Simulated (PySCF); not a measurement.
**doublet [HNO3]+: levels of theory compared**

Wanted: a comparison of 6 runs (UHF/3-21G, UB3LYP/6-31G*, U-wB97M-V/def2-SVPD, UB2PLYP/def2-SVPD, UCAM-B3LYP/def2-SVPD, UM06-2X/def2-SVPD) of doublet [HNO3]+. The job is set up through a Python script.

The calculation is run with PySCF 2.14.0.

3 further runs of the same task are left out: 3 set aside as unsound or not needed.

## (1) Starting point

[HNO3]+: 5 atoms, total charge +1, spin state doublet. As SMILES of the parent species, `O=[N+]([O-])O`. The shape is that of a GFN2-xTB optimisation. That shape belongs to the parent species and isn't relaxed for this state.

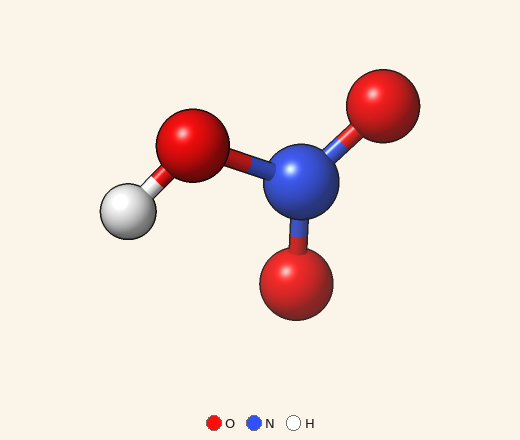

Viewed from a chosen angle; oxygen red, nitrogen blue, hydrogen white.

## (2) A single-point energy at UHF/3-21G (run 1)

Input file calc.py:

```python
from pyscf import gto

mol = gto.M(
    atom='''
O      1.318740    -0.318760     0.748000
N      0.260500    -0.302640     0.238440
O     -0.568430    -1.146740     0.163380
O     -0.063720     0.904390    -0.372480
H     -0.947090     0.863740    -0.777330
''',
    spin=1,
    max_memory=1860,
    charge=1,
    verbose=3,
    basis='3-21g',
)

myscf = mol.UHF()
myscf.conv_tol = 1e-10
myscf.kernel()
if not myscf.converged:
    myscf = myscf.newton().run(myscf.mo_coeff, myscf.mo_occ)

energy = myscf.e_tot
print('E(%s) = %.9f' % ('HF', energy))
```

The run is started by

```bash
$ OMP_NUM_THREADS=1 python calc.py
```

Log:

```text
converged SCF energy = -277.41065184695  <S^2> = 0.77555603  2S+1 = 2.0253948
E(HF) = -277.410651847
```

It took 0.99 s on 1 thread of Arm Neoverse V1, shared host; peak memory 0.12 GiB.

## (3) A single-point energy at UB3LYP/6-31G(d) (spherical functions) (run 2)

Input file run.py:

```python
from pyscf import gto, dft

molecule = gto.M(
    atom='''
O    1.318740  -0.318760   0.748000
N    0.260500  -0.302640   0.238440
O   -0.568430  -1.146740   0.163380
O   -0.063720   0.904390  -0.372480
H   -0.947090   0.863740  -0.777330
''',
    spin=1,
    charge=1,
    basis='6-31g*',
    max_memory=1860,
    verbose=3,
)

myscf = dft.UKS(molecule)
myscf.xc = 'b3lyp'
myscf.conv_tol = 1e-10
myscf.grids.level = 5
myscf.kernel()
if not myscf.converged:
    myscf = myscf.newton().run(myscf.mo_coeff, myscf.mo_occ)

energy = myscf.e_tot
print(f'total energy: {energy:.8f} hartree')
```

The run is started by

```bash
$ OMP_NUM_THREADS=1 python run.py
```

Log:

```text
converged SCF energy = -280.421893380394  <S^2> = 0.75769686  2S+1 = 2.0076821
total energy: -280.42189338 hartree
```

Run time: 21 s. Hardware: 1 thread of Arm Neoverse V1, shared host; peak memory 0.33 GiB.

Runs 3 to 5 aren't shown in full; the table further down has their settings and results.

## (4) A single-point energy at UM06-2X/def2-SVPD (run 6)

Input file job.py:

```python
from pyscf import gto, dft

mol = gto.Mole()
mol.atom = '''
O      2.492057    -0.602369     1.413515
N      0.492274    -0.571907     0.450586
O     -1.074177    -2.167025     0.308743
O     -0.120413     1.709049    -0.703885
H     -1.789741     1.632232    -1.468941
'''
mol.unit = 'bohr'
mol.spin = 1
mol.verbose = 4
mol.max_memory = 1860
mol.basis = 'def2-svpd'
mol.charge = 1
mol.build()

mf = dft.UKS(mol, xc='m06-2x')
mf.grids.level = 5
mf.conv_tol = 1e-10
mf.kernel()
if not mf.converged:
    mf = mf.newton().run(mf.mo_coeff, mf.mo_occ)

etot = mf.e_tot
print('Final energy', etot)
```

The run is started by

```bash
$ OMP_NUM_THREADS=1 python job.py
```

Log:

```text
PySCF version 2.14.0

[... 55 lines left out ...]
WARN: HOMO -0.387120069130208 >= LUMO -0.387120069130209
[... 98 lines left out ...]
converged SCF energy = -280.105114488145  <S^2> = 0.75912829  2S+1 = 2.0091076
Final energy -280.10511448814515
```

Run time: 2.1 min. Hardware: 1 thread of Arm Neoverse V1, shared host; peak memory 0.54 GiB.

## (5) All runs side by side

```
run                                level  integration grid  nlc grid  energy (Eh)  HOMO energy (eV)  LUMO energy (eV)   ⟨S²⟩  wall time
  1                            UHF/3-21G                 –         –  -277.410652            -22.45             -8.65  0.776     0.99 s
  2  UB3LYP/6-31G* (spherical functions)                 5         –  -280.421893            -18.09            -15.48  0.758       21 s
  3                  U-wB97M-V/def2-SVPD                 5         1  -280.153671            -20.91            -13.07  0.758    2.9 min
  4                    UB2PLYP/def2-SVPD                 5         –  -280.002284            -20.24            -13.02  0.766       52 s
  5                 UCAM-B3LYP/def2-SVPD                 5         –  -280.138002            -19.97            -14.20  0.759       62 s
  6                    UM06-2X/def2-SVPD                 5         –  -280.105114            -20.20            -14.12  0.759    2.1 min
```

## (6) Results

| quantity | value |
| --- | --- |
| run 6: total energy | -280.10511 Eh |
| run 6: HOMO energy (highest over α and β) | -20.20 eV |
| run 6: LUMO energy (lowest over α and β) | -14.12 eV |
| run 6: ⟨S²⟩ | 0.759 |

What this shows: Totals of different functionals can't be ranked against each other. All runs together took 7.3 min, the longest 2.9 min.
